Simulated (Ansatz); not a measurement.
Bond stretch in SMILES [SiH2](F)F (H2F2Si). The Si1–F5 bond (Si1 also carries F, H, H; F5 carries nothing else) is varied alone, starting from the PBE0/def2-TZVP optimised geometry.

Levels of theory: RKS-PBE = restricted PBE/cc-pVTZ run with Ansatz (a program for electronic structure); RKS-B3LYP = restricted B3LYP/cc-pVTZ run with Ansatz; UKS-PBE = unrestricted PBE/cc-pVTZ (Ansatz); UKS-B3LYP = unrestricted B3LYP/cc-pVTZ in Ansatz; UCCSD(T) = CCSD(T) on UHF/cc-pVTZ, frozen core in Ansatz.

Cost and agreement with UCCSD(T) over the 22 points of the scan, with UCCSD(T) as yardstick. Costs are rough ratios of core time within Ansatz on shared cores, each with its mean field (Kohn-Sham runs search longer for lower solutions than correlated ones do); the miss is the largest difference from UCCSD(T) of the curve after the mean shift, in kcal/mol.

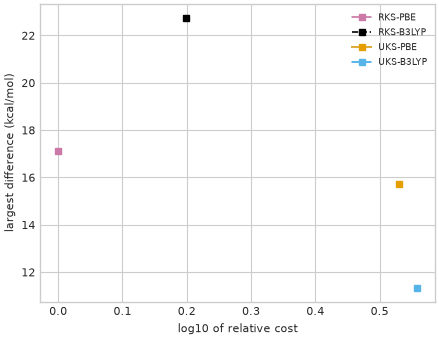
Miss against cost, one point a level.

```
level      relative cost  largest difference
---------  -------------  ------------------
RKS-PBE                1                17.1
RKS-B3LYP              2                22.8
UKS-PBE                3                15.7
UKS-B3LYP              4                11.3
```

Costs within a factor of two of each other count as equal.

The restricted form behind RKS-PBE, RKS-B3LYP keeps the bonding electrons paired and can't separate into open-shell fragments. The unrestricted determinant behind UKS-PBE is spin-contaminated at 3.14 to 5.63 Å (<S²> up to 0.7, against 0.00 for a pure singlet). The unrestricted determinant behind UKS-B3LYP is spin-contaminated at 2.88 to 5.63 Å (<S²> up to 0.8, against 0.00 for a pure singlet). The unrestricted determinant behind UCCSD(T) is spin-contaminated at 2.66 to 5.63 Å (<S²> up to 1.0, against 0.00 for a pure singlet).
